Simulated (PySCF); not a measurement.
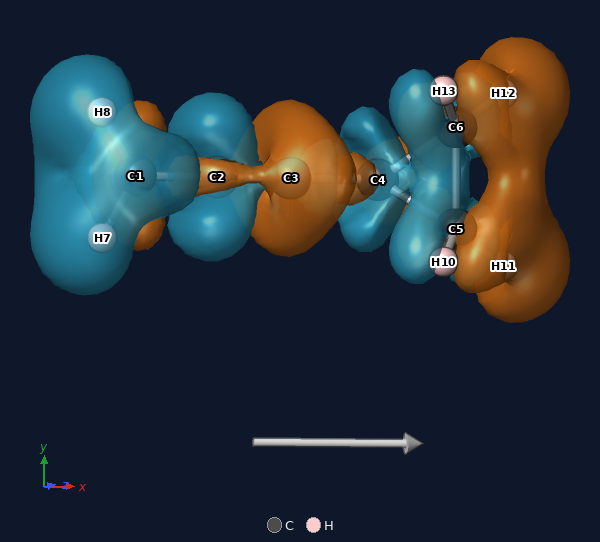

*C$_{6}$H$_{7}$, doublet, SMILES `[CH2]C#CC1CC1`. Change of the electron density in a uniform field of 0.41 V/Å along +x (arrow), surfaces at ±0.003 e/Å³ (light blue: gain, orange: loss).*

Method: TPSS/def2-SVPD; geometry: GFN2-xTB; program: PySCF. No frequency check shows the geometry to be a minimum. The stability of the open-shell solution wasn't checked. GFN2-xTB doesn't know the spin state, so this open-shell geometry is rough.

The calculation's input:

```python
import numpy as np
from pyscf import gto, scf, dft
from pyscf.scf import atom_ks, atom_hf
from scipy.linalg import block_diag

def solve(mol, dm0=None, hcore=None):
    mf = (dft.UKS if mol.spin else dft.RKS)(mol, xc='tpss')
    mf.grids.level = 3
    mf = mf.density_fit(auxbasis='def2-universal-jkfit')
    mf.conv_tol, mf.max_cycle = 1e-8, 80
    if hcore is not None:
        mf.get_hcore = lambda *args: hcore
    mf.kernel(dm0)
    if not mf.converged:
        mf = mf.newton().run(mf.mo_coeff, mf.mo_occ, max_cycle=30)
    assert mf.converged, 'SCF not converged'
    return mf

mol = gto.M(atom='''
C     -2.97781    -0.00012     0.20683
C     -1.65579    -0.00028    -0.06983
C     -0.46049     0.00035    -0.33479
C      0.93718     0.00057    -0.60205
C      1.87364    -0.74829     0.31255
C      1.87378     0.74775     0.31329
H     -3.51677    -0.92360     0.32032
H     -3.51660     0.92404     0.32124
H      1.18222     0.00131    -1.66054
H      1.44403    -1.25633     1.16269
H      2.70979    -1.26640    -0.13246
H      2.71002     1.26614    -0.13121
H      1.44426     1.25502     1.16394
''', basis='def2-svpd', charge=0, spin=1, verbose=4)
field = np.array([0.008, 0.0, 0.0])  # atomic units
mol.set_common_orig(mol.atom_charges() @ mol.atom_coords() / mol.atom_charges().sum())
mf = solve(mol)
out = dict(dm0=mf.make_rdm1(), d0=mf.dip_moment(unit='AU'), e0=mf.e_tot)
for name, sign in (('p', 1), ('m', -1)):
    h = mf.get_hcore() + sign * np.einsum('x,xij->ij', field, mol.intor('int1e_r'))
    mi = solve(mol, mf.make_rdm1(), h)
    out.update({'dm' + name: mi.make_rdm1(), 'd' + name: mi.dip_moment(unit='AU'), 'e' + name: mi.e_tot})
# spherically averaged free atoms, for the promolecule
atm = atom_ks.get_atm_nrks(mol, xc='tpss')
pro = block_diag(*[(atm[a[0]][2] * atm[a[0]][3]) @ atm[a[0]][2].T for a in mol._atom])
np.savez('result.npz', pro=pro, **out)
```

Command:

```sh
OMP_NUM_THREADS=1 python input.py
```

The run took 6.3 min on 1 thread of Arm Neoverse V2 (shared host), peak memory 0.84 GiB.

Partitions, critical points and surface values were worked out afterwards from this run's density.

Question: What dipole is induced, and what polarisability does it imply?

Answer: The induced dipole is 2.44 D (along the field); α along this axis, from the fields in both directions, is 119 bohr³ (17.6 Å³).

Question: Which atoms gain and lose the most charge?

Answer: Electrons gather most on C1 (Hirshfeld charge changes by −0.032 e) and leave C3 most (+0.021 e); 0.157 electrons are displaced in all.
